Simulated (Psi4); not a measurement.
**SiCNClF2 (SMILES N#C[Si](F)(F)Cl): B3LYP/6-31G(d) (spherical functions)**

Aim: the energy change on altering one bond length of SiCNClF2 at B3LYP/6-31G* (spherical functions), from 2 runs. 

The calculation is run with Psi4 1.11.

3 further runs of the same task are left out: 2 that didn't finish, 1 set aside as unsound or not needed.

## (1) Starting point

SiCNClF2 has 6 atoms, charge 0, and is taken as a singlet. As SMILES, `N#C[Si](F)(F)Cl`. The coordinates come from a PBE0-D4/def2-TZVP relaxation.

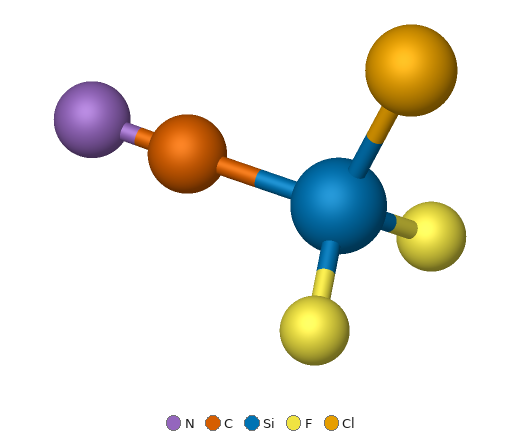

The structure, seen from a chosen angle (nitrogen purple, carbon orange, silicon blue, fluorine yellow, chlorine amber).

## (2) A single-point energy at B3LYP/6-31G(d) (spherical functions)

File input.inp:

```
memory 2.2 GB

molecule molecule1 {
  0 1
  N      1.925400    -1.092200     1.077400
  C      1.030100    -0.609300     0.540000
  Si    -0.394400     0.176700    -0.290300
  F     -1.487900    -0.920300    -0.527700
  F      0.087600     0.719200    -1.679000
  Cl    -1.118900     1.661900     0.833400
  symmetry c1
}

set basis 6-31G*
set puream true
set e_convergence 1e-09
set d_convergence 1e-08
set scf_type pk
set dft_radial_points 99
set dft_spherical_points 590

e_tot, wfn = energy("b3lyp", return_wfn=True)
oeprop(wfn, "QUADRUPOLE", "LOWDIN_CHARGES", "DIPOLE")
```

The run is started by

```sh
$ psi4 input.inp input.out -n 1
```

input.out, cut to the lines that bear on the results:

```text
[...]
  Running in c1 symmetry.
[...]
  Nuclear repulsion =  351.977762816507550
[...]
  Multiplicity = 1
[...]
  Nalpha       = 31
  Nbeta        = 31
[...]
    Number of basis functions: 92
[...]
   @RKS iter   1: -1042.20935580314381   -3.83878e-01   6.98658e-03 DIIS/ADIIS
[...]
   @RKS iter  11: -1042.38154710897243   -2.09184e-11   6.98569e-09 DIIS
[...]
    Orbital Energies [Eh]
    ---------------------
    Doubly Occupied:
       1A   -101.566992     2A    -66.286294     3A    -24.742821
       4A    -24.742777     5A    -14.380496     6A    -10.239579
       7A     -9.502717     8A     -7.263288     9A     -7.256813
      10A     -7.256791    11A     -5.431430    12A     -3.791259
      13A     -3.791005    14A     -3.789437    15A     -1.254932
      16A     -1.235378    17A     -0.940897    18A     -0.885485
      19A     -0.642016    20A     -0.559336    21A     -0.543635
      22A     -0.519216    23A     -0.484855    24A     -0.478466
      25A     -0.466873    26A     -0.447372    27A     -0.395882
      28A     -0.387533    29A     -0.384319    30A     -0.374794
      31A     -0.368892
[...]
  @RKS Final Energy: -1042.38154710897243
   => Energetics <=
    Nuclear Repulsion Energy =            351.9777628165075498
    One-Electron Energy =               -2140.3387393630259794
    Two-Electron Energy =                 812.5940043415886294
    DFT Exchange-Correlation Energy =     -66.6145749040426125
    Empirical Dispersion Energy =           0.0000000000000000
    VV10 Nonlocal Energy =                  0.0000000000000000
    Total Energy =                      -1042.3815471089724269
[...]
 Multipole Moments:
 ------------------------------------------------------------------------------------
     Multipole            Electronic (a.u.)      Nuclear  (a.u.)        Total (a.u.)
 ------------------------------------------------------------------------------------
 L = 1.  Multiply by 2.5417464519 to convert [e a0] to [Debye]
 Dipole X            :         -2.0538410            1.5101730           -0.5436680
 Dipole Y            :          0.8944813           -0.5214814            0.3729999
 Dipole Z            :         -1.5372899            1.3238881           -0.2134018
 Magnitude           :                                                    0.6929965
 L = 2.  Multiply by 1.3450342976 to convert [e a0^2] to [Debye ang]
 Quadrupole XX       :       -290.3711312          253.0068470          -37.3642842
 Quadrupole XY       :        120.4173581         -118.6230212            1.7943369
[...]
```

Run time: 17 s. Hardware: 1 thread of AMD EPYC 7R43 (Zen 3), shared host; peak memory 1 GiB.

## (3) The distorted shape: energy and forces at B3LYP/6-31G(d) (spherical functions)

File job.json:

```json
{
 "schema_name": "qcschema_input",
 "schema_version": 1,
 "molecule": {
  "schema_name": "qcschema_molecule",
  "schema_version": 2,
  "symbols": ["N", "C", "Si", "F", "F", "Cl"],
  "geometry": [2.90979273, -2.88410946, 4.13542374, 1.21792093, -1.97156071, 3.11988492, -1.47399394, -0.48623598, 1.55084532, -3.54040945, -2.55926554, 1.10222434, 0.16554001, 1.35909103, -3.17285016, -2.84310051, 2.32038526, 3.67433056],
  "molecular_charge": 0,
  "molecular_multiplicity": 1,
  "fix_symmetry": "c1"
 },
 "driver": "gradient",
 "model": {
  "method": "b3lyp",
  "basis": "6-31G*"
 },
 "keywords": {
  "reference": "rks",
  "puream": true,
  "e_convergence": 1e-09,
  "d_convergence": 1e-08,
  "scf_type": "pk",
  "dft_radial_points": 99,
  "dft_spherical_points": 590,
  "scf_properties": ["DIPOLE", "LOWDIN_CHARGES", "WIBERG_LOWDIN_INDICES"]
 }
}
```

The run is started by

```sh
$ psi4 --qcschema job.json -n 1 --memory 2200MB
```

stdout, cut to the lines that bear on the results:

```text
[...]
  Running in c1 symmetry.
[...]
  Nuclear repulsion =  316.171380593553465
[...]
  Multiplicity = 1
[...]
  Nalpha       = 31
  Nbeta        = 31
[...]
    Number of basis functions: 92
[...]
   @RKS iter   1: -1041.84862883245501   -4.43243e-01   8.90442e-03 DIIS/ADIIS
[...]
   @RKS iter  17: -1042.17903467661517    2.27374e-13   4.59395e-09 DIIS
[...]
  @RKS Final Energy: -1042.17903467661517
   => Energetics <=
    Nuclear Repulsion Energy =            316.1713805935534651
    One-Electron Energy =               -2068.4129622592909072
    Two-Electron Energy =                 776.5245212968574151
    DFT Exchange-Correlation Energy =     -66.4619743077351757
    Empirical Dispersion Energy =           0.0000000000000000
    VV10 Nonlocal Energy =                  0.0000000000000000
    Total Energy =                      -1042.1790346766151742
[...]
 Multipole Moments:
 ------------------------------------------------------------------------------------
     Multipole            Electronic (a.u.)      Nuclear  (a.u.)        Total (a.u.)
 ------------------------------------------------------------------------------------
 L = 1.  Multiply by 2.5417464519 to convert [e a0] to [Debye]
 Dipole X            :         -2.2317164            1.3070290           -0.9246873
 Dipole Y            :          0.6544943           -0.7501240           -0.0956297
 Dipole Z            :         -0.6328925            1.9091705            1.2762779
 Magnitude           :                                                    1.5789481
[...]
  -Total Gradient:
     Atom            X                  Y                   Z
    ------   -----------------  -----------------  -----------------
       1       -0.024613816196     0.013307506814    -0.014901710312
       2        0.023369366461    -0.016159969958     0.021432464990
       3       -0.027236985743    -0.020627404401     0.038240654684
       4        0.008377974841     0.008517073175     0.010136078439
       5        0.019876473742     0.022442439682    -0.056763733927
       6        0.000224751222    -0.007483195368     0.001842409284
[...]
```

The result, in JSON:

```text
{
 "driver": "gradient",
 "model": {
  "method": "b3lyp",
  "basis": "6-31G*"
 },
 "success": true,
 "return_result": [-0.024613816195722005, 0.01330750681407028, -0.014901710311545135, 0.0233693664605501, -0.01615996995762395, 0.021432464989564082, -0.027236985742648434, -0.020627404401063705, 0.038240654684173536, 0.008377974841373342, 0.008517073175357104, 0.01013607843853859, 0.01987647374183319, 0.022442439682146653, -0.05676373392715395, 0.00022475122154397287, -0.00748319536763184, 0.0018424092835686995],
 "properties": {
  "calcinfo_nbasis": 92,
  "calcinfo_nmo": 92,
  "calcinfo_nalpha": 31,
  "calcinfo_nbeta": 31,
  "calcinfo_natom": 6,
  "nuclear_repulsion_energy": 316.17138059355347,
  "return_energy": -1042.1790346766152,
  "return_gradient": [-0.024613816195722005, 0.01330750681407028, -0.014901710311545135, 0.0233693664605501, -0.01615996995762395, 0.021432464989564082, -0.027236985742648434, -0.020627404401063705, 0.038240654684173536, 0.008377974841373342, 0.008517073175357104, 0.01013607843853859, 0.01987647374183319, 0.022442439682146653, -0.05676373392715395, 0.00022475122154397287, -0.00748319536763184, 0.0018424092835686995],
  "scf_one_electron_energy": -2068.412962259291,
  "scf_two_electron_energy": 776.5245212968574,
  "scf_xc_energy": -66.46197430773518,
  "scf_dipole_moment": [-0.9246873194301477, -0.0956296532625509, 1.2762779305679157],
  "scf_total_energy": -1042.1790346766152,
  "scf_total_gradient": [-0.024613816195722005, 0.01330750681407028, -0.014901710311545135, 0.0233693664605501, -0.01615996995762395, 0.021432464989564082, -0.027236985742648434, -0.020627404401063705, 0.038240654684173536, 0.008377974841373342, 0.008517073175357104, 0.01013607843853859, 0.01987647374183319, 0.022442439682146653, -0.05676373392715395, 0.00022475122154397287, -0.00748319536763184, 0.0018424092835686995],
  "scf_iterations": 17
 }
}
```

It took 29 s on 1 thread of AMD EPYC 7R43 (Zen 3), shared host; peak memory 0.96 GiB.

## (4) Summary of results

Level: B3LYP/6-31G* (spherical functions).

| quantity | value |
| --- | --- |
| first shape: total energy | -1042.38155 Eh |
| first shape: dipole moment | 1.76 D |
| first shape: HOMO energy | -10.04 eV |
| first shape: LUMO energy | -1.29 eV |
| first shape: HOMO–LUMO gap | 8.75 eV |
| distorted shape: total energy | -1042.17903 Eh |
| distorted shape: dipole moment | 4.01 D |
| distorted shape: HOMO energy | -8.22 eV |
| distorted shape: LUMO energy | -5.06 eV |
| distorted shape: HOMO–LUMO gap | 3.16 eV |
| distorted shape: largest force on an atom | 3.301 eV/Å |
| energy change with the Si3–F5 bond stretched from 1.567 to 2.820 Å | 5.511 eV |

**Reading.** One bond (distorted shape) is far stretched, which a spin-restricted single reference describes badly; a broken-symmetry solution may lie lower. With the Si3–F5 bond stretched from 1.567 to 2.820 Å the energy rises by 5.51 eV (127 kcal/mol). The first shape isn't relaxed at this level, so the change isn't measured from a minimum. A restricted reference can't describe the breaking bond well at this length.
